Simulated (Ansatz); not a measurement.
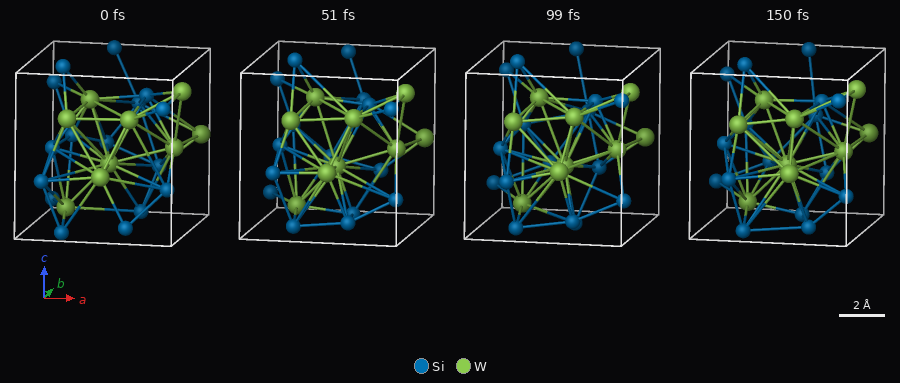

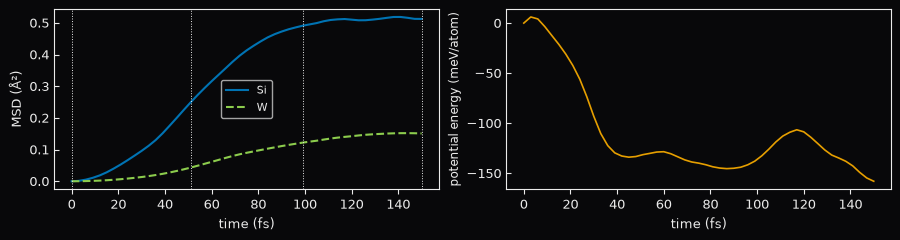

First-principles dynamics of an amorphous cell of composition Si5W3 (24 atoms in the cell), 150 fs long. It starts from the last geometry of an earlier run, with fresh velocities. Frames and the history of the run. A ball-and-stick model of the simulation cell, seen slightly off an axis. Bonds to atoms that aren't drawn are left out.

Level of theory: DFT PBE, scalar-relativistic, plane waves, PAW in Ansatz 0.2.0. Settings: plane-wave cutoff 420 eV; k-point mesh 1 × 1 × 1; Fermi-Dirac smearing 0.122 eV; volume 1.05 times that of the relaxed crystal; set temperature 1420 K; time step 3 fs.

### What do the frames and curves show?

Over the second half the temperature averages 1468 K (spread ±123 K). The temperature is still falling (1814 K in the second quarter, 1457 K in the last), so the run isn't equilibrated. The potential energy in the second half lies on average 133 meV per atom below the first frame. The mean pressure there is −0.5 GPa. In the second half of the run the atoms are, in the root-mean-square, this far from where they began (common drift taken out): Si 0.70 Å, W 0.36 Å. The run lasts only 150 fs, too short to tell vibration from diffusion. Bond changes: 3 Si–Si bonds form between 57 fs and 141 fs.

Limits of the set-up: the periodic images lie only 7.2 Å apart, so the values are limited by the cell's size.

Cost: 5.2 min on 2 threads of AMD EPYC (Zen 3), on a shared host, peak memory 0.62 GiB.
